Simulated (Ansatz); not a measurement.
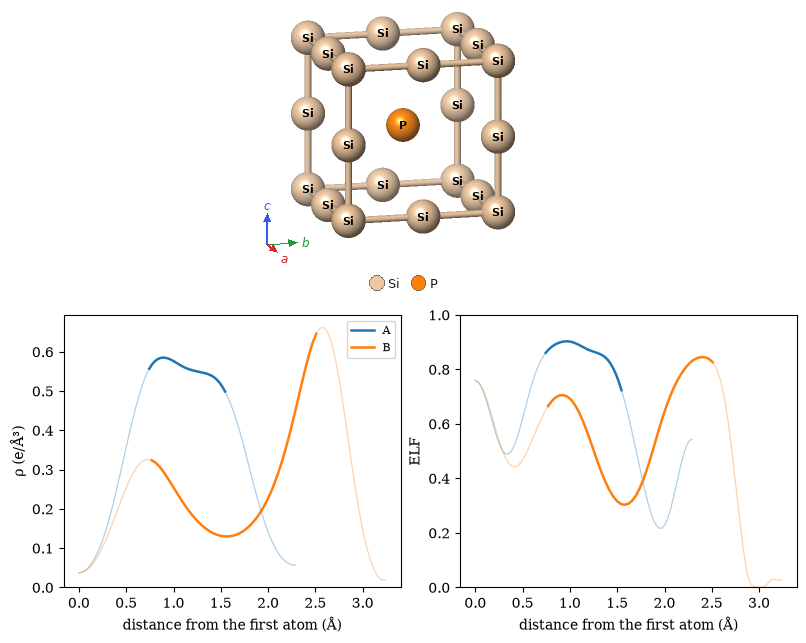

The picture shows: Si₄P. Valence charge density (pseudo) and electron localisation function along straight lines between neighbouring atoms. Thin, pale parts lie inside the atomic spheres. The structure is drawn too.

Space group Pm-3m; a structure generated by program, which may or may not match a known phase; computed without spin polarisation.

The calculation used Ansatz 0.2.0, DFT PBE, scalar-relativistic, plane waves, PAW.

The density is the valence pseudo-density of a PAW calculation; it isn't the true density close to the nuclei.

Q: Which curve belongs to which contact (Si–P and Si–Si)? The first atom named is at distance zero.

A: Curve A: Si–Si (2.29 Å): ρ at the midpoint is about 0.56 e/Å³; the ELF peaks at about 0.90 between the atoms. Curve B: Si–P (3.24 Å): ρ is about 0.13 e/Å³ halfway; the ELF peaks at about 0.85 in the valence shell of P, 0.8 Å from its nucleus, and drops to about 0.30 between the two atoms.
